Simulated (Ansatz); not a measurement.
# Cl3FH2NZr (doublet): what the fields show

The calculation's input:

```
crystal:
  periodic: [false, false, false]
  atoms:
    - { symbol: Zr, position_ang: [-0.230578, 0.239987, 0.701674] }
    - { symbol: F, position_ang: [-1.250167, 1.367458, 1.929938] }
    - { symbol: Cl, position_ang: [2.161116, 0.311344, 0.719406] }
    - { symbol: Cl, position_ang: [-0.68511, 1.381157, -1.328048] }
    - { symbol: Cl, position_ang: [-1.123491, -1.924545, 0.401648] }
    - { symbol: "N", position_ang: [0.278368, -0.363227, 2.874846] }
    - { symbol: H, position_ang: [0.140663, -1.284239, 3.332765] }
    - { symbol: H, position_ang: [0.711799, 0.272065, 3.570171] }
magnetization:
  spin_polarized: true
  initial_magnetization: 1
basis:
  gaussian: { orbitals: def2-SVP }
hamiltonian:
  xc: pbe
relax:
  f_tol: 0.03
  max_steps: 50
output:
  orbitals: {}
```

Launched as:

```sh
ansatz run input.yaml --threads 4 --pin off --max-ram 5120MiB --backend cpu --events-out ev --progress --plain --runs-dir out
```

The fields are those of the run's last geometry, not of the input's.

Core potentials replace the inner electrons of Zr.

Level of theory: Ansatz, UKS PBE/def2-SVP.

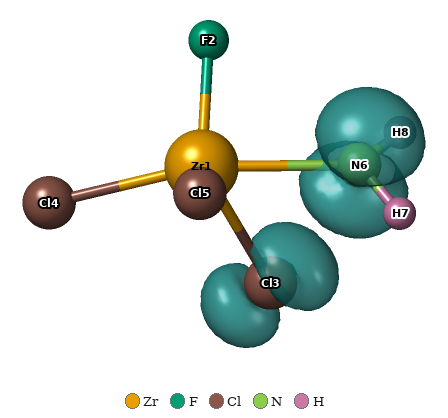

Figure 1. Isosurfaces of the spin density at +0.04 (teal) and −0.04 e/Å³ (pink), seen from one side.

Question: Where is the unpaired spin?

Answer: The unpaired spin (1 electron) lies mostly on N6 (about 0.7) and Cl3 (about 0.3), in electrons by Hirshfeld's partition.

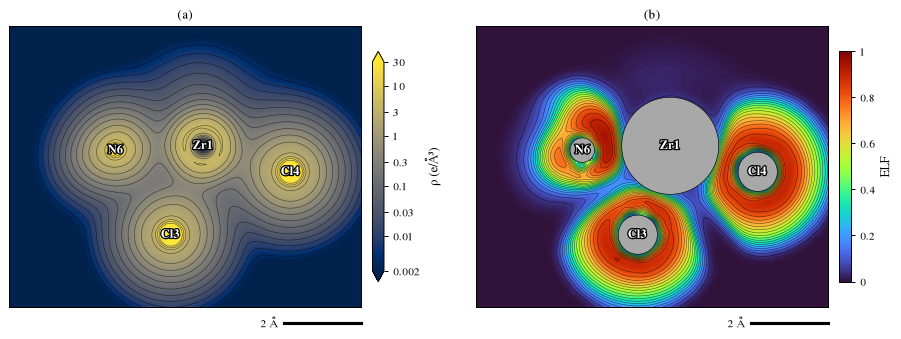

Figure 2. (a) electron density; (b) ELF on the plane of atoms Cl3, Zr1 and Cl4. Grey discs cover the atomic cores in the ELF map.

Question: Interpret the plot.

Answer:
- The plane passes through Zr, Cl and N nuclei.
- Zr–N (2.29 Å): ρ at the midpoint is about 0.46 e/Å³; the ELF peaks at about 0.95 in the valence shell of N, 0.7 Å from its nucleus, and drops to about 0.20 between the two atoms.
- Zr–Cl (2.37 Å): ρ is about 0.55 e/Å³ halfway; the ELF peaks at about 0.85 in the valence shell of Cl, 0.8 Å from its nucleus, and is about 0.30 at the midpoint.
- Zr–Cl (2.46 Å): ρ is about 0.46 e/Å³ halfway; the ELF peaks at about 0.85 in the valence shell of Cl, 0.9 Å from its nucleus, and is about 0.30 at the midpoint.

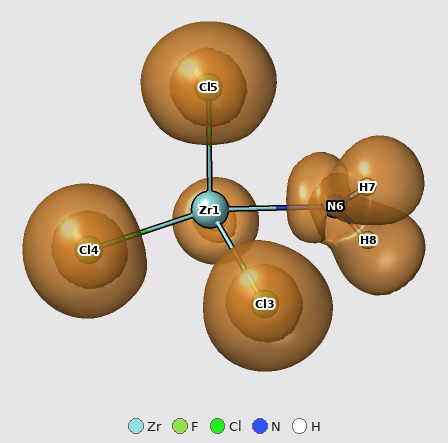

Figure 3. Isosurface of the electron localisation function at 0.75 (orange), seen across its widest extent. Only the valence region is drawn (cores and ρ < 0.01 e/Å³ removed).

Question: Describe the localisation domains.

Answer: At this value the surface marks out three regions wrapped around Cl (the valence shell of each), one region wrapped around F (its valence shell) and one joined region spread over several atoms (H, N), in which their bonds and any lone pairs are merged.


Zr–F (1.90 Å): the ELF peaks at about 0.85 in the valence shell of F, 0.5 Å from its nucleus, and drops to about 0.20 between the two atoms.
